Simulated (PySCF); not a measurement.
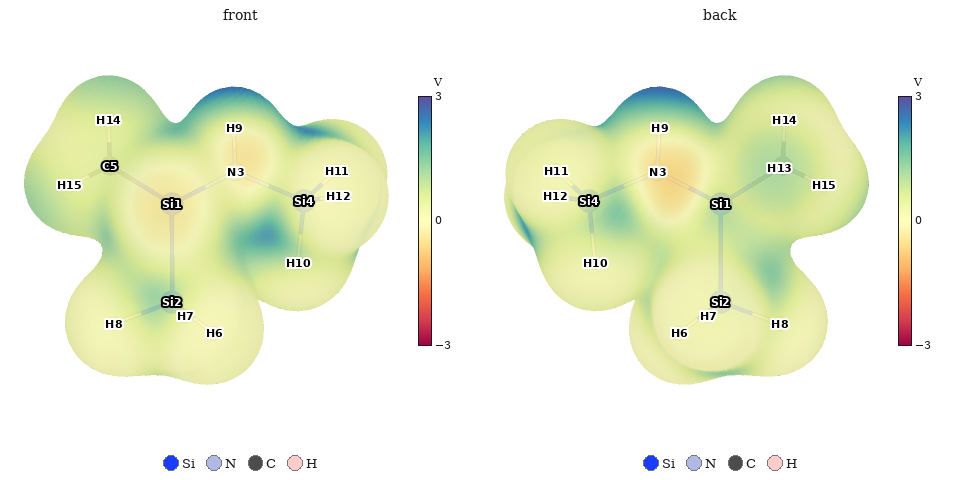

Figure 1: CH10NSi3 (doublet). The molecular electrostatic potential painted on the density surface at 0.004 e/bohr³, seen from the front and from behind; the colour scale runs from red (negative) to blue (positive).

Geometry: PBE0-D3(BJ)/def2-SVP.

Computed with UKS B3LYP, IGLO-III on C N Si, pcH-1 on H, non-relativistic, mean-field spin-orbit, GIAO in PySCF 2.14.0, density-fitted response routines.

```json
{"atom": "Si", "x (Å)": "-0.3286", "y (Å)": "0.6757", "z (Å)": "0.6277"}
{"atom": "Si", "x (Å)": "-1.5400", "y (Å)": "-1.3336", "z (Å)": "0.5610"}
{"atom": "N", "x (Å)": "1.2480", "y (Å)": "0.4759", "z (Å)": "-0.1134"}
{"atom": "Si", "x (Å)": "2.2618", "y (Å)": "-0.9421", "z (Å)": "-0.1763"}
{"atom": "C", "x (Å)": "-1.2309", "y (Å)": "2.0767", "z (Å)": "-0.2616"}
{"atom": "H", "x (Å)": "-0.9573", "y (Å)": "-2.3484", "z (Å)": "1.4925"}
{"atom": "H", "x (Å)": "-1.6377", "y (Å)": "-1.9505", "z (Å)": "-0.8034"}
{"atom": "H", "x (Å)": "-2.9256", "y (Å)": "-1.0120", "z (Å)": "1.0312"}
{"atom": "H", "x (Å)": "1.7040", "y (Å)": "1.3461", "z (Å)": "-0.3815"}
{"atom": "H", "x (Å)": "1.3674", "y (Å)": "-2.1360", "z (Å)": "-0.2460"}
{"atom": "H", "x (Å)": "3.1251", "y (Å)": "-0.8736", "z (Å)": "-1.3948"}
{"atom": "H", "x (Å)": "3.1604", "y (Å)": "-1.1047", "z (Å)": "1.0107"}
{"atom": "H", "x (Å)": "-1.3331", "y (Å)": "1.8532", "z (Å)": "-1.3366"}
{"atom": "H", "x (Å)": "-0.6885", "y (Å)": "3.0302", "z (Å)": "-0.1586"}
{"atom": "H", "x (Å)": "-2.2363", "y (Å)": "2.2172", "z (Å)": "0.1637"}
```

Which sites attract a positive test charge, and which a negative one?

Answer. A positive charge is drawn to the negative regions and a negative charge to the positive ones. The most negative region (about −0.6 V) lies over N3, the most positive (about +2.6 V) over H9.
